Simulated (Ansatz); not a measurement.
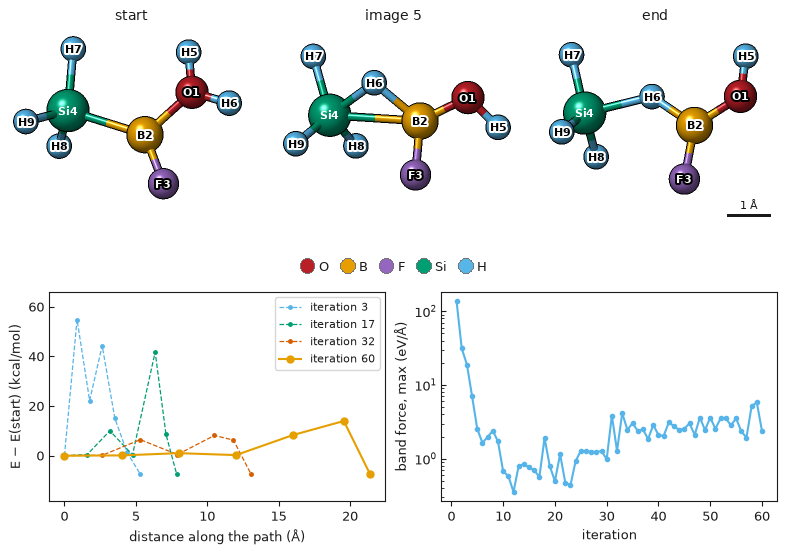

A nudged-elastic-band calculation for BSiH$_{5}$OF (charge +1). Images are numbered from 0 (start) to 6 (end). The plot follows the band through its iterations. The picture is a ball-and-stick view, seen at a tilt.

The calculation used RKS B3LYP-D4/def2-SVPD (Ansatz). Settings: 5 movable images; climbing image; force threshold 0.05 eV/Å; iteration limit 60; starting path through a guess of the saddle point.

Q: Did the band converge, and can the barrier be trusted?

A: The result isn't final. The band hadn't converged when the run stopped after 60 iterations. The largest component of the band force went from 140 to 2.4 eV/Å. The barrier read from it is provisional: over the last two iterations the highest image moved from 9.2 kcal/mol to 14.0 kcal/mol. The first iteration put the highest image at 507.1 kcal/mol. The highest point, image 5, lies 14.0 kcal/mol above the start and 21.2 kcal/mol above the end; the end is at −7.3 kcal/mol relative to the start. The profile has 2 maxima (images 2, 5) with a dip at image 3 (+0.2 kcal/mol), which on an unconverged band is provisional.

Cost: 11 min on 2 threads of AMD EPYC 7R43 64-Core Processor (Zen 3), on a shared host, peak memory 0.3 GiB.
